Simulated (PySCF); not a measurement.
## Electronic structure of C3H7F2NSi2 in real space

| atom | x (Å) | y (Å) | z (Å) |
| --- | --- | --- | --- |
| C | 3.3038 | 1.1980 | 0.1122 |
| C | 2.6042 | 0.2636 | -0.1725 |
| Si | 1.5412 | -1.1672 | -0.6447 |
| F | 2.0005 | -2.4666 | 0.1907 |
| N | -0.0850 | -0.8329 | -0.1683 |
| Si | -0.8885 | 0.6700 | 0.1035 |
| C | -2.7574 | 0.3053 | -0.1113 |
| F | -3.1286 | -0.7750 | 0.6692 |
| H | 3.9156 | 2.0142 | 0.3702 |
| H | 1.6732 | -1.5521 | -2.0421 |
| H | -0.6265 | -1.6529 | 0.0656 |
| H | -0.4875 | 1.6261 | -0.9290 |
| H | -0.6593 | 1.1919 | 1.4540 |
| H | -3.3819 | 1.1418 | 0.2059 |
| H | -3.0282 | 0.0437 | -1.1367 |

Geometry: GFN2-xTB.

The calculation used PBE0/pcSseg-1, SCF density, gas phase, non-relativistic in PySCF 2.14.0.

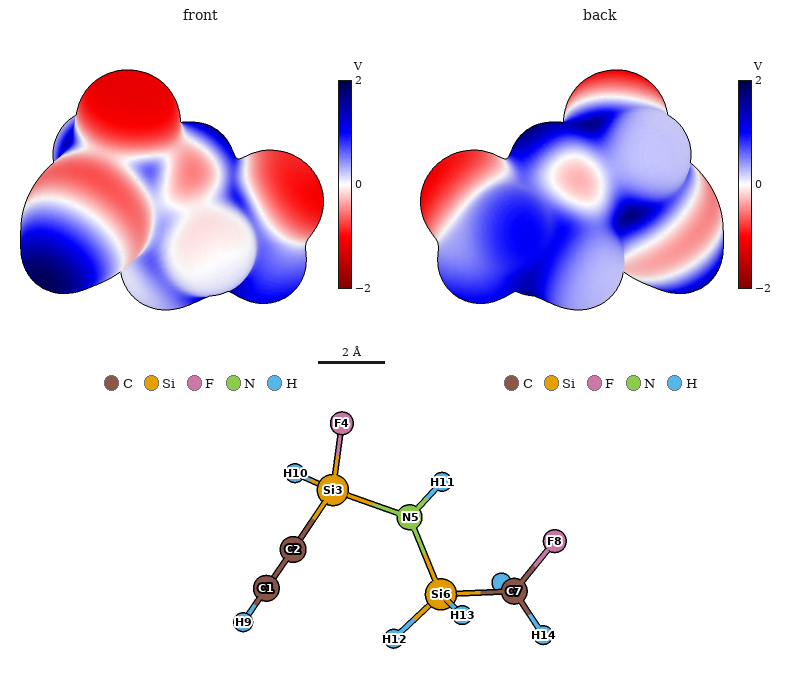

Figure 1. The electrostatic potential painted on the density surface at 0.002 e/bohr³, seen from the front and from behind; the colour scale runs from red (negative) to blue (positive). The bare structure is drawn below in the same view.

Question: Describe the electrostatic potential map.

Answer: The most negative region (about −1.1 V, or −25 kcal/mol for a unit charge) lies over F4, the most positive (about +1.9 V, or +44 kcal/mol for a unit charge) over H9.

Question: How polar is the molecule by this calculation?

Answer: Its dipole moment is 2.94 D.

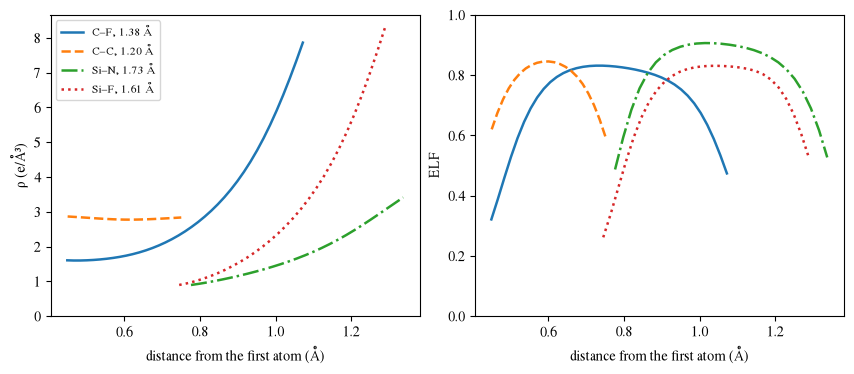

Figure 2. Electron density and electron localisation function along straight lines between neighbouring atoms. The curves leave out the atomic cores.

Question: What can be read from the curves?

Answer: C–F (1.38 Å): the density is about 2 e/Å³ at the midpoint, with its minimum of 1.6 e/Å³ about 0.5 Å from C; the ELF peaks at about 0.85 between the atoms, as expected for a shared but strongly polarised pair.
C–C (1.20 Å): ρ at the midpoint is about 2.8 e/Å³; the ELF peaks at about 0.85 between the atoms (a multiple bond).
Si–N (1.73 Å): the density is about 1.1 e/Å³ at the midpoint; the ELF peaks at about 0.90 between the atoms: a polar covalent bond.
Si–F (1.61 Å): the density is about 1.1 e/Å³ at the midpoint; the ELF peaks at about 0.85 in the valence shell of F, 0.6 Å from its nucleus, and is about 0.50 at the midpoint.
